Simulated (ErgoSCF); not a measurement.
# C2H2Cl2F2 (1,1-dichloro-2,2-difluoroethane) at B3LYP/6-31G(d) (spherical functions)

Aim: the energy change on altering one bond length of C2H2Cl2F2 (1,1-dichloro-2,2-difluoroethane) at B3LYP/6-31G* (spherical functions), from 2 runs. 

The calculation is run with ErgoSCF 3.8.

6 further runs of the same task are left out: 4 that didn't finish, 2 set aside as unsound or not needed. Runs told in other sessions of the task aren't counted.

## Step 1: The structure to begin with

C2H2Cl2F2: 8 atoms, total charge 0, spin state singlet. As SMILES, `FC(F)C(Cl)Cl`. The coordinates come from a PBE0-D4/def2-TZVP relaxation. This is one conformer, not always the lowest.

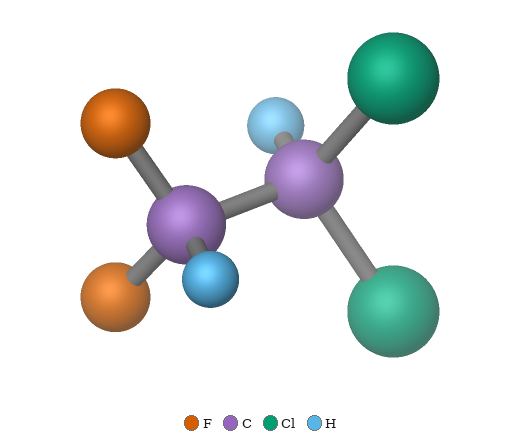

Viewed from a chosen angle; fluorine orange, carbon purple, chlorine teal, hydrogen blue.

## Step 2: The energy at B3LYP/6-31G(d) (spherical functions)

File input.ego:

```
# C2H2Cl2F2, B3LYP-G
set_nthreads(1)
molecule_inline
F    0.77170746  -2.14922332   2.48459301
C    1.27154002  -0.58857410   0.53345079
F    2.43128384  -1.96578760  -1.26946132
C   -1.20880111   0.43578974  -0.51313623
Cl  -0.58502141   2.35917189  -3.15559696
Cl  -2.80994716   2.11163666   1.87394691
H    2.53393376   0.92129818   1.16531851
H   -2.40471429  -1.12431146  -1.11911471
EOF
XC.angint = 41
basis = "6-31G*"
scf.max_number_of_iterations = 120
scf.use_diagonalization = 1
XC.radint = 1e-11
XC.sparse_mode = 0
scf.convergence_threshold = 1e-06
scf.output_mulliken_pop = 1
tmpdir = "."
run "B3LYP-G"
```

The basis set 6-31G* is read from a file made from the Basis Set Exchange's data (not shown).

Started as:

```console
ergo input.ego
```

Output:

```text
[...]
INDF Weighted mixed functional:
[...]
INSC Energy   1 =       -632.19498349451
[...]
INDE E_LUMO =         -0.01356986206
[...]
INSC Energy  22 =      -1197.46463665148  ( diff     -0.000000000163709 )
[...]
RESC CONVERGED after  22 iterations.
RESC FINAL ENERGY:      -1197.46463665148
[...]
INSC SCF: dipole_moment_x [atomic units] =       0.00466164
INSC SCF: dipole_moment_y [atomic units] =      -0.02917554
INSC SCF: dipole_moment_z [atomic units] =       0.00053636
[...]
```

Run time: 2.6 min. Hardware: 1 thread of Arm Neoverse N1, shared host; peak memory 0.26 GiB.

## Step 3: The distorted shape

File run.inp:

```
# B3LYP-G on C2H2Cl2F2
set_nthreads(1)
molecule_inline
F  0.02318505 -4.45723843 5.65548731
C  0.52301761 -2.89658921 3.70434508
F  1.68276143 -4.27380271 1.90143298
C  -1.95732352 -1.87222537 2.65775806
Cl -0.58502141 2.35917189 -3.15559696
Cl -3.55846957 -0.19637845 5.04484121
H  1.78541135 -1.38671694 4.33621281
H  -3.15323670 -3.43232657 2.05177959
EOF
scf.max_number_of_iterations = 120
XC.radint = 1e-11
XC.angint = 41
scf.use_diagonalization = 1
XC.sparse_mode = 0
tmpdir = "."
scf.output_mulliken_pop = 1
basis = "6-31G*"
scf.convergence_threshold = 1e-06
run "B3LYP-G"
```

The basis set 6-31G* is read from a file made from the Basis Set Exchange's data (not shown).

Started as:

```console
ergo run.inp
```

Output:

```text
[...]
INDF Weighted mixed functional:
[...]
INSC Energy   1 =       -627.96666300464
[...]
INDE E_LUMO =         -0.23272660275
[...]
INSC Energy 102 =      -1197.31121858728  ( diff     -0.000000000016826 )
[...]
RESC CONVERGED after 102 iterations.
RESC FINAL ENERGY:      -1197.31121858728
[...]
INSC SCF: dipole_moment_x [atomic units] =      -0.49398408
INSC SCF: dipole_moment_y [atomic units] =      -0.99463720
INSC SCF: dipole_moment_z [atomic units] =       1.98382917
[...]
```

It took 9.2 min on 1 thread of Arm Neoverse N1, shared host; peak memory 0.5 GiB.

## Step 4: Summary of results

At B3LYP/6-31G* (spherical functions):

| quantity | value |
| --- | --- |
| first shape: total energy | -1197.46464 Eh |
| first shape: dipole moment | 0.08 D |
| distorted shape: total energy | -1197.31122 Eh |
| distorted shape: dipole moment | 5.78 D |
| energy change with the C4–Cl5 bond stretched from 1.761 to 3.874 Å | 4.175 eV |

**Reading.** One bond (distorted shape) is far stretched, which a spin-restricted single reference describes badly; a broken-symmetry solution may lie lower. With the C4–Cl5 bond stretched from 1.761 to 3.874 Å the energy rises by 4.17 eV (403 kJ/mol). The first shape isn't relaxed at this level, so the change isn't measured from a minimum. A restricted reference can't describe the breaking bond well at this length. Mulliken charges (first shape) run from -0.40 on C4 to +0.56 on C2.
